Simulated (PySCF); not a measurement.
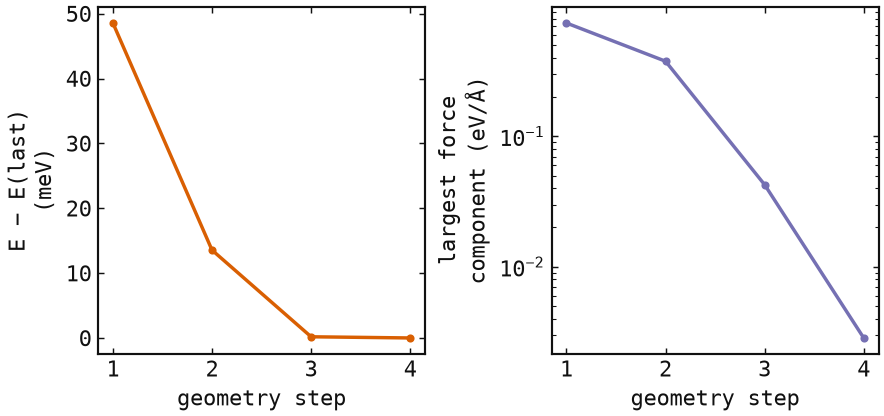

History of a geometry optimisation. The run: Zr2Te molecule, by UKS-based PBE0, Te def2-TZVP with ECP28, Zr def2-TZVP with ECP28; non-relativistic Hamiltonian with scalar-relativistic core potentials; density fitting (PySCF 2.14.0). The start has point group D∞h.

The optimisation met its thresholds at geometry 4, counting the start as the first. The energy fell by about 49 meV from the first step to the last. The largest force component goes from about 0.74 eV/Å at the start to 2.8 × 10⁻³ eV/Å at the end.
